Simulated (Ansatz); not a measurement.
C2H4FNS (SMILES NC1SC1F)

Input

```
crystal:
  periodic: [false, false, false]
  atoms:
    - { symbol: "N", position_ang: [-0.3066, 0.593, 1.2537] }
    - { symbol: C, position_ang: [-0.1339, -0.4878, 0.3261] }
    - { symbol: S, position_ang: [1.4271, -0.5006, -0.3672] }
    - { symbol: C, position_ang: [0.0342, -0.281, -1.1607] }
    - { symbol: F, position_ang: [-0.308, 0.962, -1.6813] }
    - { symbol: H, position_ang: [-1.24721, 1.07824, 1.06963] }
    - { symbol: H, position_ang: [-0.35884, 0.30583, 2.20976] }
    - { symbol: H, position_ang: [-0.4469, -1.4301, 0.6742] }
    - { symbol: H, position_ang: [-0.3722, -1.0466, -1.7902] }
basis:
  gaussian: { orbitals: "6-31G*" }
hamiltonian:
  xc: pbe
relax:
  f_tol: 0.015
  max_steps: 40
output:
  orbitals: {}
```

Launched as:

```sh
ansatz run input.yaml --threads 1 --pin off --max-ram 2048MiB --backend cpu --events-out ev --progress --plain --runs-dir out
```

The fields are those of the relaxed geometry.

Method: RKS PBE/6-31G* (Ansatz).

### What can the converged electron density and electron localisation function tell about the bonding?

C–F (1.38 Å): the density is about 2 e/Å³ at the midpoint, with its minimum of 1.6 e/Å³ about 0.5 Å from C; the ELF peaks at about 0.85 between the atoms; a polar covalent bond.
C–N (1.40 Å): ρ at the midpoint is about 2.1 e/Å³; the ELF peaks at about 0.90 between the atoms: localised, covalent bonding.
C–C (1.48 Å): ρ is about 1.8 e/Å³ halfway; the ELF peaks at about 0.95 between the atoms, as expected for a covalent bond.

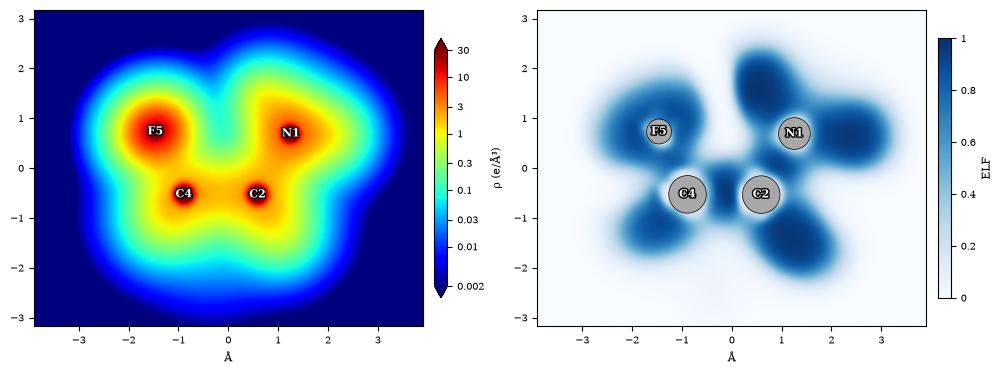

Computed electron density and electron localisation function on the plane of atoms C2, C4 and F5, in this order. Grey discs cover the atomic cores in the ELF map. 
